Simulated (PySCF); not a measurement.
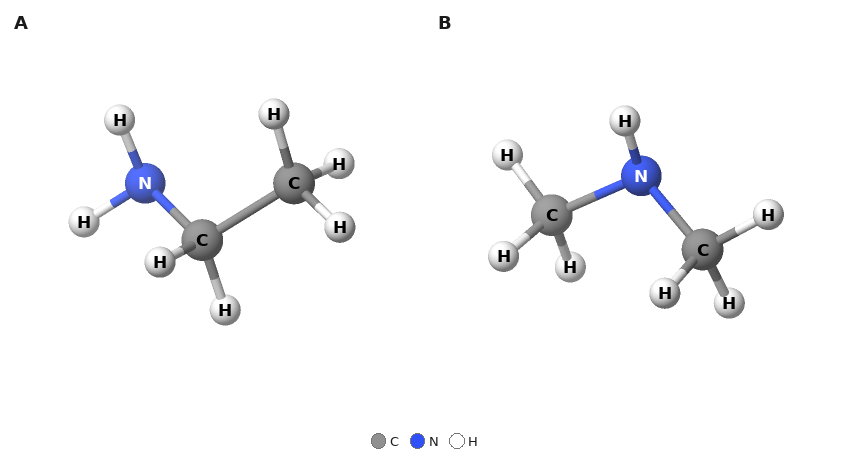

2 stationary structures of one formula. Geometries: PBE0-D3(BJ)/def2-SVP. Electronic energies: CAM-B3LYP/def2-SVPD (PySCF 2.14.0), without zero-point energy. No frequency run is at hand to confirm each as a minimum.

### Are they conformers, stereoisomers or constitutional isomers?

They are constitutional isomers of C2H7N: A `CCN`, B `CNC`.

### Which is lowest in energy, and by how much?

A is lowest; B lies 7.4 kcal/mol above it.
